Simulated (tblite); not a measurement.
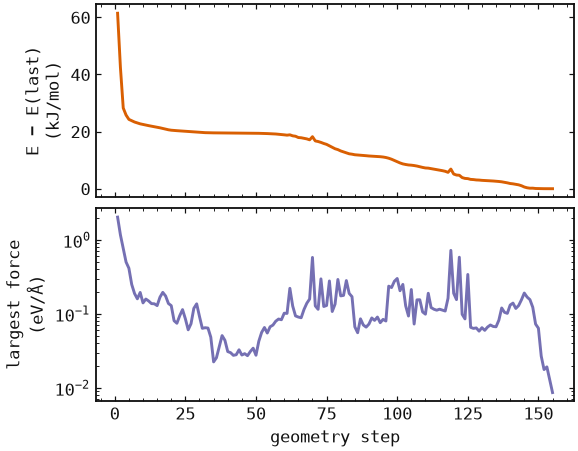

History of a geometry optimisation.

The run: C$_{4}$H$_{4}$F$_{4}$Se (SMILES F/C=C\[Se]CC(F)(F)F), by GFN2-xTB geometry optimisation, gas phase in tblite.

Q: How did the optimisation end?

A: The optimisation met its thresholds at geometry 155, counting the start as the first. The energy fell by about 61 kJ/mol from the first step to the last, with a rise at steps 70 and 119. The largest force goes from about 2 eV/Å at the start to 9 × 10⁻³ eV/Å at the end.
